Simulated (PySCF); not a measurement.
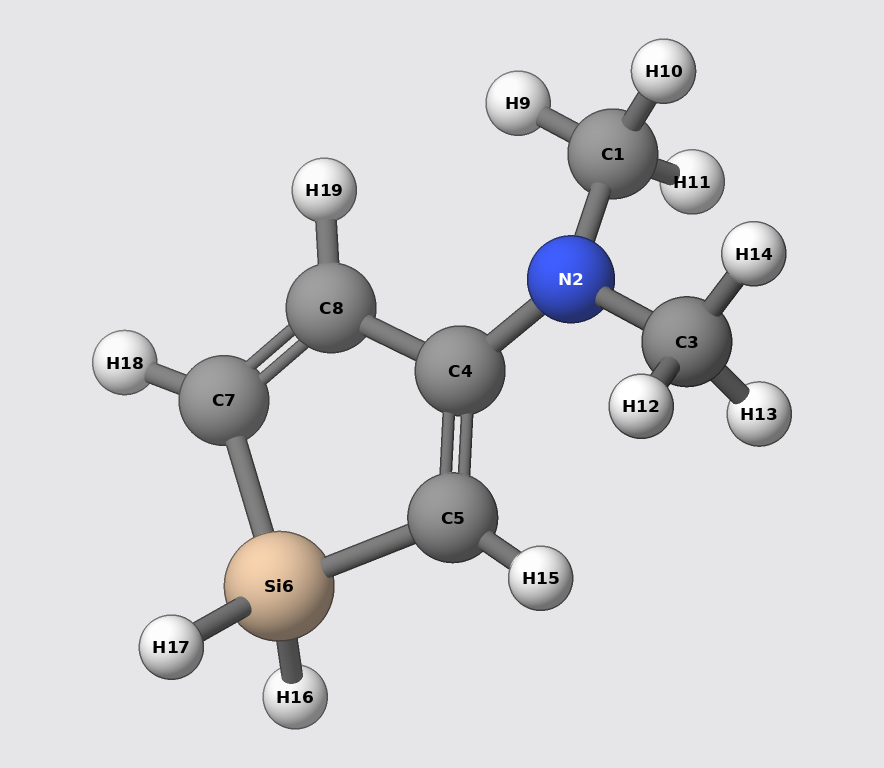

The computed structure is the end point of a PBE0-D3(BJ)/def2-SVP optimisation. No frequency run is at hand to confirm it as a minimum. Properties computed with delta-SCF UKS SCAN, pcX-2 on the ionised atom, pcseg-1 elsewhere, spin-free X2C (PySCF 2.14.0).

Give the core-electron binding energies (to vacuum; p and d levels without spin–orbit splitting) of C1 1s, N2 1s, C4 1s, C5 1s, Si6 1s, Si6 2p, C7 1s, C8 1s.

```csv
atom,level,binding energy (eV)
C1,1s,291.7
N2,1s,405.1
C4,1s,291.1
C5,1s,288.5
Si6,1s,1845.7
Si6,2p,106.1
C7,1s,289.3
C8,1s,290.3
```
